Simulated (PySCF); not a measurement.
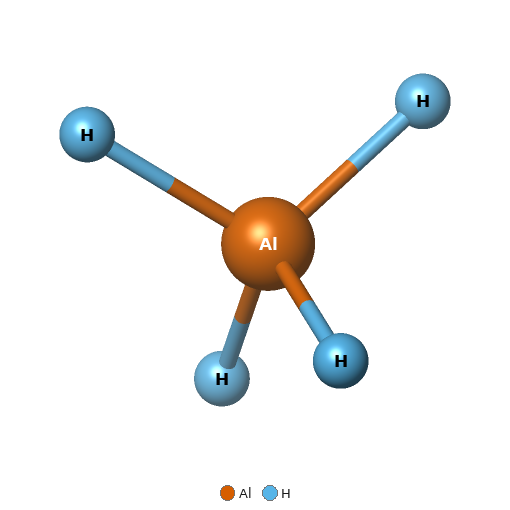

Charge −1, singlet. Computed geometry: PBE0-D3(BJ)/def2-SVP optimisation. No frequency run is at hand to confirm it as a minimum. Program: PySCF 2.14.0.

Compare HOMO energy (eV) at these levels: B97-2/pcSseg-1; KT3/pcSseg-1; PBE0/6-311+G(2d,p); PBE0/pcSseg-1 in chloroform (IEF-PCM); PBE0/pcSseg-1 in dimethylsulfoxide (IEF-PCM); ωB97X-D/pcSseg-1 in chloroform (IEF-PCM).

```json
{"level": "B97-2/pcSseg-1", "HOMO energy (eV)": "−2.02"}
{"level": "KT3/pcSseg-1", "HOMO energy (eV)": "−1.02"}
{"level": "PBE0/6-311+G(2d,p)", "HOMO energy (eV)": "−2.34"}
{"level": "PBE0/pcSseg-1 in chloroform (IEF-PCM)", "HOMO energy (eV)": "−6.41"}
{"level": "PBE0/pcSseg-1 in dimethylsulfoxide (IEF-PCM)", "HOMO energy (eV)": "−7.42"}
{"level": "ωB97X-D/pcSseg-1 in chloroform (IEF-PCM)", "HOMO energy (eV)": "−8.33"}
```
